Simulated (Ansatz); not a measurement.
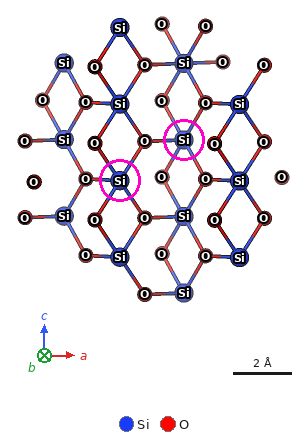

Perfect SiO₂. Style: ball-and-stick. Shown: the atoms within 5.2 Å of one point, in a slice 4.2 Å thick across the line of sight, from a free direction.

Method: Ansatz, DFT, PBEsol, PAW, plane waves. Settings: plane-wave cutoff 420 eV; k-point mesh 1 × 1 × 1; mesh shifted by (0.25, 0.25, 0.25); collinear spin. Fermi-Dirac smearing of 0.01 eV. The axes drawn are those of the host's conventional cell.

Two silicon atoms are replaced by magnesium, the two sites 3.3 Å apart at the ringed places, in charge state 0. The supercell has 72 sites, and the atoms are relaxed at the host's cell.

> How do the neighbours respond?

One site: in the host the Si atom has 6 O at 1.77 to 1.81 Å; the Mg atom ends with 6 O at 1.90 to 1.93 Å. The other site: in the host the Si atom has 6 O at 1.77 to 1.81 Å; the Mg atom ends with 6 O at 1.92 to 1.94 Å. Of the host's atoms, an oxygen atom moves furthest from its site, by 0.21 Å. The cell's net moment is 2.00 μB.

The relaxed defect, seen from the same direction:

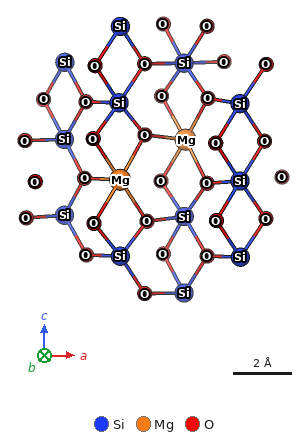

Limits of the set-up: the periodic images lie only 8.0 Å apart, so the values are limited by the cell's size.
